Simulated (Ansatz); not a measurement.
# Cu$_{3}$F$_{3}$: what the fields show

The calculation's input:

```
crystal:
  periodic: [false, false, false]
  atoms:
    - {symbol: Cu, position_ang: [-1.010329, -0.136063, 0.947889]}
    - {symbol: Cu, position_ang: [-0.157271, 0.885556, -1.063691]}
    - {symbol: Cu, position_ang: [1.168658, -0.748918, 0.114623]}
    - {symbol: F, position_ang: [1.555321, 0.209233, -1.460124]}
    - {symbol: F, position_ang: [0.240514, -1.364191, 1.636171]}
    - {symbol: F, position_ang: [-1.796892, 1.154373, -0.174858]}
basis:
  gaussian: {orbitals: def2-TZVP, initial_orbitals: start.molden}
hamiltonian: {xc: pbe0, dispersion: d4}
scf: {omitted_lower_state_checks: [starts]}
output: {orbitals: {seedname: orbitals}}
```

Command:

```sh
ansatz run in.yaml --threads 4 --pin off --events-out ev --progress --plain --max-ram 4787MiB
```

Geometry: r2SCAN-D4/def2-SVP.

These are results of RKS PBE0-D4/def2-TZVP in Ansatz 0.2.0, not measurements.

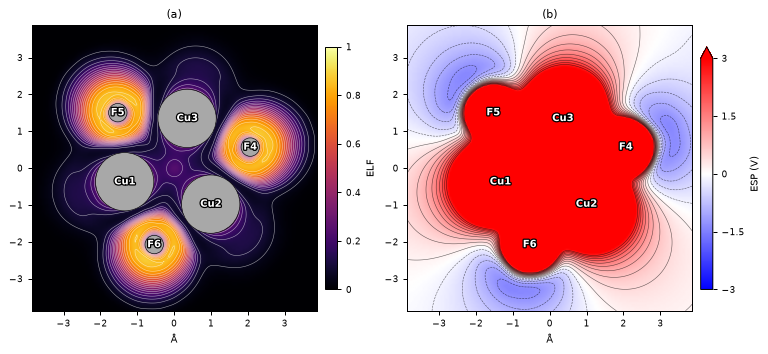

Figure 1. (a) electron localisation function; (b) molecular electrostatic potential on the molecular plane. Grey discs cover the atomic cores in the ELF map.

### What do the fields say about this system?

Atoms in the plane: Cu and F. Cu–F (1.88 Å): the ELF peaks at about 0.85 in the valence shell of F, 0.5 Å from its nucleus, and is about 0.10 at the midpoint. Cu–Cu (2.41 Å): the ELF is about 0.10 at the midpoint. Outside the dense part of the molecule the potential is most negative (−1.4 V) near F4, F5 and F6.

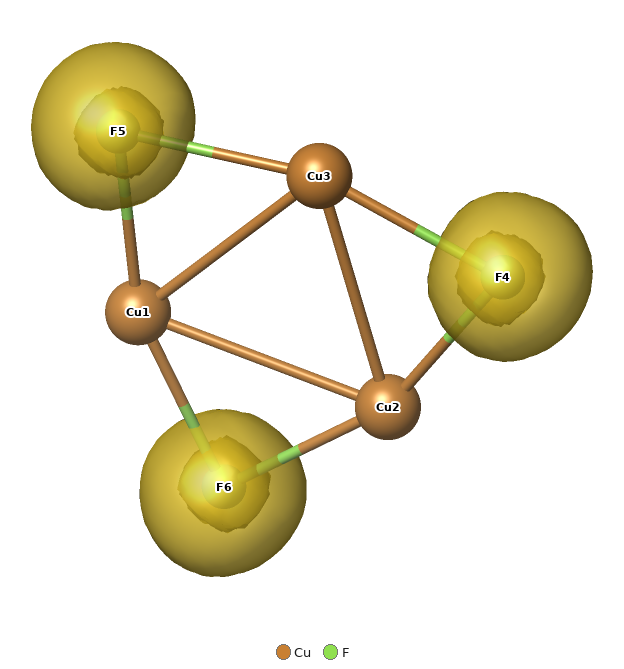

Figure 2. Isosurface of the ELF at 0.75 (yellow), seen at a tilt. Core shells and regions of very low density are left out.

### Describe the localisation domains.

The ELF exceeds this value in three regions wrapped around F (the valence shell of each).

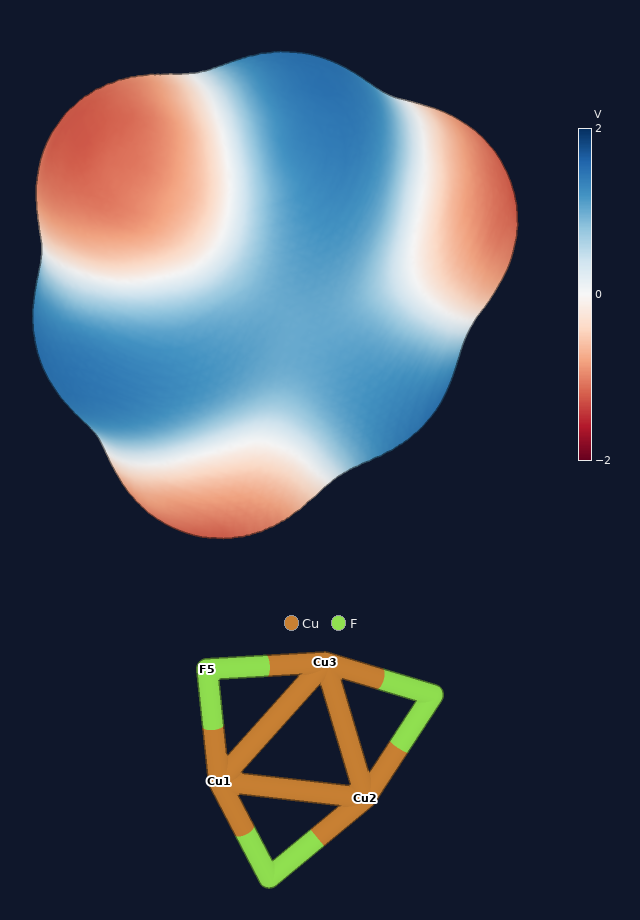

Figure 3. The electrostatic potential painted on the density surface at 0.002 e/bohr³, seen at a tilt; red is negative and blue positive. The bare structure is drawn below in the same view.

### Describe the electrostatic potential map.

The most negative region (about −1.2 V) lies over F4, F5 and F6, the most positive (about +1.5 V) over Cu1, Cu2 and Cu3.
